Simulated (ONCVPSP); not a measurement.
**Pseudopotential generation, with input and output: B**

System: boron (B, Z = 5), core [He], reference valence 2s2 2p1, valence charge 3.
Method: ONCV potential, PBE, scalar-relativistic, made with ONCVPSP 4.0.1.

**Input**
```
# ATOM AND REFERENCE CONFIGURATION
# atsym  z   nc   nv     iexc    psfile
  B 5.00    1    2        4      upf
#
#   n    l    f
    1    0    2.00
    2    0    2.00
    2    1    1.00
#
# PSEUDOPOTENTIAL AND OPTIMIZATION
# lmax
    1
#
#   l,   rc,      ep,       ncon, nbas, qcut
    0    1.25    0.00    4    7    4.80
    1    3.05    0.00    4    7    4.60
#
# LOCAL POTENTIAL
# lloc, lpopt,  rc(5),   dvloc0
    4    5    0.80    1.00
#
# VANDERBILT-KLEINMAN-BYLANDER PROJECTORs
# l, nproj, debl
    0    2    3.70
    1    2    2.50
#
# MODEL CORE CHARGE
# icmod, fcfact, rcfact
    2    0.20    0.65
#
# LOG DERIVATIVE ANALYSIS
# epsh1, epsh2, depsh
   -2.00    5.00    0.02
#
# OUTPUT GRID
# rlmax, drl
    6.00    0.01
#
# TEST CONFIGURATIONS
# ncnf
    4
# nvcnf
#   n    l    f
    2
    2    0    2.00
    2    1    0.00
#
    2
    2    0    1.00
    2    1    0.00
#
    2
    2    0    2.00
    2    1    0.50
#
    2
    2    0    1.00
    2    1    1.00
#
```

Launched with:
```bash
oncvpsp.x < B.dat > B.out
```

**The program's output (extracts)**
```
ONCVPSP  (Optimized Norm-Conservinng Vanderbilt PSeudopotential)
scalar-relativistic version 4.0.1

#   n    l    f        energy (Ha)
    1    0    2.00    -6.6365639E+00
    2    0    2.00    -3.4702672E-01
    2    1    1.00    -1.3254806E-01

Reference configufation results
  iterations    23
  all-electron total energy (Ha)   -2.46031956D+01

Begin loop to  construct optimized pseudo wave functions
and semi-local pseudopoentials for all angular momenta

   Wellstate for l =  0  n =  4
     eigenvalue =   3.3530
     asymptotic potential =   3.8530
     half-point radius =  2.8132

Calculating optimized projector #   1

 for l=   0

    Fraction of norm inside rc  0.206280
    Optimizing pswf for qcut=   4.79 a_B^-1,  ecut=  11.46 Ha
    Residual kinetic energy error=  1.20D-03 Ha

    Energy error per electron        Cutoff
         Ha          eV             Ha
         0.01000     0.27211        6.81
         0.00100     0.02721       11.87
         0.00010     0.00272       45.16
         0.00001     0.00027       68.77

Calculating optimized projector #   2

 for l=   0

    Fraction of norm inside rc  0.097590
    Optimizing pswf for qcut=   4.79 a_B^-1,  ecut=  11.46 Ha
    Residual kinetic energy error=  1.06D-02 Ha

    Energy error per electron        Cutoff
         Ha          eV             Ha
         0.01000     0.27211       11.56
         0.00100     0.02721       33.48
         0.00010     0.00272      103.33
         0.00001     0.00027      121.16

   Wellstate for l =  1  n =  5
     eigenvalue =   2.3675
     asymptotic potential =   2.8675
     half-point radius =  4.7808

Calculating optimized projector #   1

 for l=   1

    Fraction of norm inside rc  0.773955
    Optimizing pswf for qcut=   4.60 a_B^-1,  ecut=  10.58 Ha
    Residual kinetic energy error=  3.07D-07 Ha

    Energy error per electron        Cutoff
         Ha          eV             Ha
         0.01000     0.27211        4.59
         0.00100     0.02721        6.42
         0.00010     0.00272        7.98
         0.00001     0.00027        8.99

Calculating optimized projector #   2

 for l=   1

    Fraction of norm inside rc  0.260988
    Optimizing pswf for qcut=   4.60 a_B^-1,  ecut=  10.58 Ha
    Residual kinetic energy error=  3.65D-04 Ha

    Energy error per electron        Cutoff
         Ha          eV             Ha
         0.01000     0.27211        8.14
         0.00100     0.02721        9.86
         0.00010     0.00272       14.46
         0.00001     0.00027       21.97

Construct Vanderbilt / Kleinmman-Bylander projectors

B matrix Hermiticity error, ll=   0
   1   2   -1.2864E-04

  Orthonormal projector coefficients  8.3398E+00  1.1804E+00

B matrix Hermiticity error, ll=   1
   1   2    6.5084E-06

  Orthonormal projector coefficients -7.9863E+01 -4.7056E-01

Model core correction analysis
  based on d2Exc/dn_idn_j

d2excae - all-electron derivatives

   -4.857781D-02   -4.036882D-02
   -4.037430D-02   -3.703053D-02

d2excps - pseudofunction derivatives with no core correction

   -4.906175D-02   -4.259551D-02
   -4.259978D-02   -3.925257D-02

rms 2nd derivative error    1.941816E-03

amplitude prefactor, scale prefactor
    7.0031    1.2528

d2excps - pseudofunction derivatives with core correction

   -4.901147D-02   -4.285919D-02
   -4.286381D-02   -3.948244D-02

rms 2nd derivative error    2.156360E-03

Pseudoatom total energy   -2.585533

Diagnostic tests using Vanderbilt-Kleinman-Bylander pseudopotentials
  1 or more projectors used as specified by nproj input data

   l    rcore       rmatch      e in        delta e   norm test  slope test

   0   1.2512710   1.2892623  -0.3470267  -0.0000013   1.0000171   1.0000073
   0   1.2512710   1.2892623   3.3529733   0.0000029   1.0002038   1.0002038

   1   3.0510582   3.1436949  -0.1325481  -0.0000002   0.9999984   1.0000006
   1   3.0510582   3.1436949   2.3674519   0.0000136   0.9999837   0.9999837

 Testing for bound ghosts
   n   l    E NL Schr. Eq   E Basis Diag.   E Cutoff

   1   0       -0.347028       -0.297711    118.79

       1                      -68.663562     23.87  WARNING - GHOST(-)
   2   1       -0.132548       -0.132154     23.87

 Testing for highly-localized positive-energy ghosts
       l    <radius>/rc     E Basis Diag.   E Cutoff

Test configuration 0

   n   l     f        eae           eps        diff
   1   0  2.0000   -6.63656389
   2   0  2.0000   -0.34702672   -0.34702805   -1.33D-06
   2   1  1.0000   -0.13254806   -0.13254827   -2.02D-07

    Total energies and differences
      AE_ref= -2.46031956D+01  AE_tst= -2.46031956D+01  dif=  0.00D+00
      PS_ref= -2.58553338D+00  PS_tst= -2.58553338D+00  dif= -1.78D-15
      PSP excitation error=  1.78D-15

Test configuration 1

   n   l     f        eae           eps        diff
   1   0  2.0000   -7.11562878
   2   0  2.0000   -0.71701471   -0.71158424    5.43D-03

    Total energies and differences
      AE_ref= -2.46031956D+01  AE_tst= -2.43011379D+01  dif=  3.02D-01
      PS_ref= -2.58553338D+00  PS_tst= -2.28669068D+00  dif=  2.99D-01
      PSP excitation error=  3.22D-03

Test configuration 2

   n   l     f        eae           eps        diff
   1   0  2.0000   -7.76055369
   2   0  1.0000   -1.15669543   -1.14538162    1.13D-02

    Total energies and differences
      AE_ref= -2.46031956D+01  AE_tst= -2.33668887D+01  dif=  1.24D+00
      PS_ref= -2.58553338D+00  PS_tst= -1.36035609D+00  dif=  1.23D+00
      PSP excitation error=  1.11D-02

Test configuration 3

   n   l     f        eae           eps        diff
   1   0  2.0000   -6.85128711
   2   0  2.0000   -0.51925661   -0.51812216    1.13D-03
   2   1  0.5000   -0.29720320   -0.29480631    2.40D-03

    Total energies and differences
      AE_ref= -2.46031956D+01  AE_tst= -2.44970902D+01  dif=  1.06D-01
      PS_ref= -2.58553338D+00  PS_tst= -2.47987294D+00  dif=  1.06D-01
      PSP excitation error=  4.45D-04

Test configuration 4

   n   l     f        eae           eps        diff
   1   0  2.0000   -7.13019314
   2   0  1.0000   -0.71999741   -0.72344048   -3.44D-03
   2   1  1.0000   -0.49454516   -0.49274476    1.80D-03

    Total energies and differences
      AE_ref= -2.46031956D+01  AE_tst= -2.40754543D+01  dif=  5.28D-01
      PS_ref= -2.58553338D+00  PS_tst= -2.05624593D+00  dif=  5.29D-01
      PSP excitation error= -1.55D-03
```

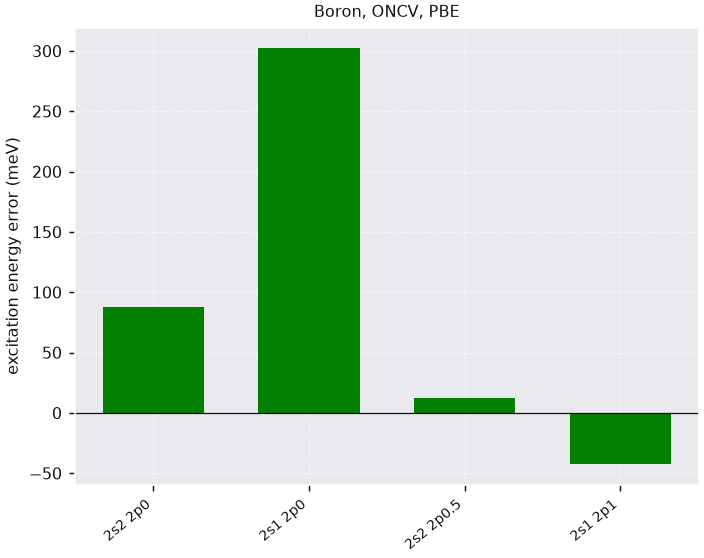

Errors, all-electron minus pseudo, of the energies of valence configurations relative to the unpolarised reference 2s2 2p1.

- Worst configuration: 2s1 2p0 (charge +2): the error is +302 meV on an all-electron energy of +33.64 eV relative to the reference, or 0.9 %.
- Errors in meV: 2s2 2p0: +88; 2s1 2p0: +302; 2s2 2p0.5: +12; 2s1 2p1: -42.
- Configurations within 10 meV and within 50 meV: 0 and 2 of 4. The potential isn't sound: its ghost test gives GHOST(-) flagged for p at -1868.4 eV; no localised positive-energy state flagged.

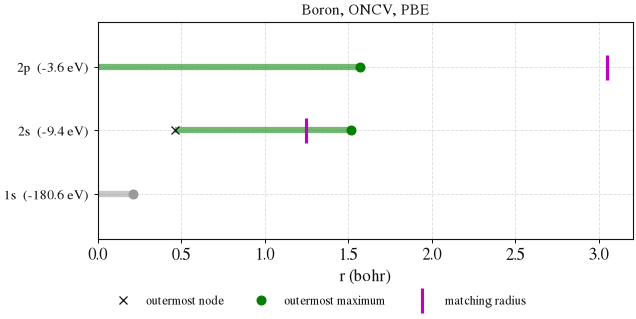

Outer shells of the all-electron reference atom: each bar runs from the outermost node (or the nucleus) to the outermost maximum of u(r); the tick is the radius chosen for the pseudo-wave. Shells without a tick have no pseudo-wave of their own. Levels, nodes and maxima are from ld1.x, scalar-relativistic.

- Radii against the shells: 2s: 1.25 bohr, between node and maximum; 2p: 3.05 bohr, outside the maximum.

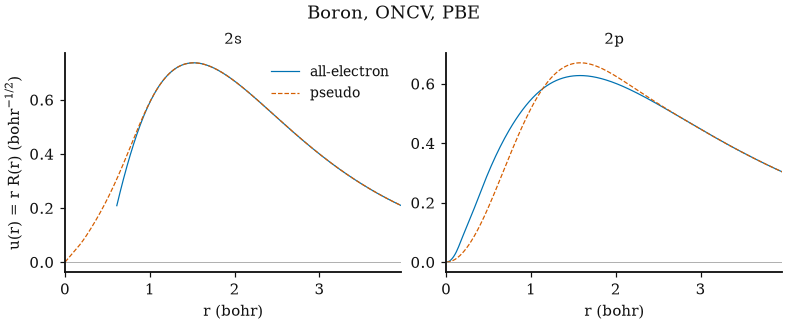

Partial waves u(r) = r R(r), all-electron (solid) and pseudo (dashed). The innermost oscillations of some all-electron curves aren't drawn. Reference configuration 2s2 2p1.

- Matching radii: 2s at 1.25 bohr; 2p at 3.05 bohr. The curves merge smoothly, so the plot gives these only roughly.
- Nodes of the pseudo-waves: 2s has no node; 2p has no node.
- Cutoffs needed: 12 Ha (loose) and 45 Ha (tight), as the cutoffs at which the residual kinetic energy of the hardest occupied pseudo-wave falls to 1 and 0.1 mHa per electron.

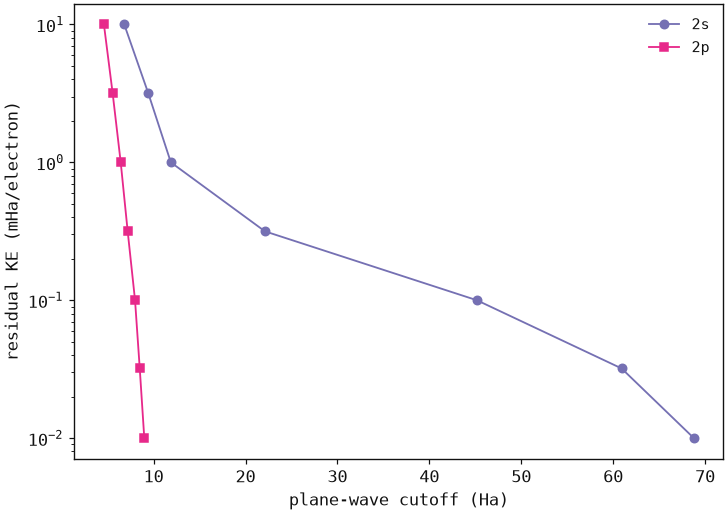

Residual kinetic energy of the pseudo-waves (the first of each channel, and further valence shells) beyond the plane-wave cutoff, as the generator prints it.

- Cutoffs for the occupied states: 12 Ha for 1 mHa and 45 Ha for 0.1 mHa per electron. The first is set by 2s.
- Hardest wave at 1 mHa per electron: 2s, with rc = 1.25 bohr and qcut = 4.8 1/bohr. The optimisation minimises, but can't always remove, the kinetic energy above qcut²/2 = 11.5 Ha, and a larger rc would as a rule soften the wave at some cost in transferability.
- Cutoffs for 1 mHa per electron: 2s: 12 Ha; 2p: 6.4 Ha.

**Results in brief**

- outcome: generated, with a ghost state
- cutoffs needed: 12 Ha and 45 Ha (the cutoffs at which the residual kinetic energy of the hardest occupied pseudo-wave falls to 1 and 0.1 mHa per electron)
- ghost test: GHOST(-) flagged for p at -1868.4 eV; no localised positive-energy state flagged
- largest excitation error: +302 meV (all-electron minus pseudo) for 2s1 2p0, out of 4 test configurations
- rms error of d²Exc/dni dnj: 1.94 mHa without and 2.16 mHa with the model core
- range over which the phases arctan(r R′/R) at the test radius agree within 0.05 rad (a looser test near the poles than one of phase shifts): s: over the whole range computed; p: up to about 0.3 Ha; d: not judged, local potential alone; f: not judged, local potential alone
- hardware: 1 CPU thread, shared host
- wall time: 2.8 s

**Remarks**

The potential has a bound ghost state, so it can't be used as it stands. An excitation error of 302 meV in its own tests makes this a poorly transferable potential.
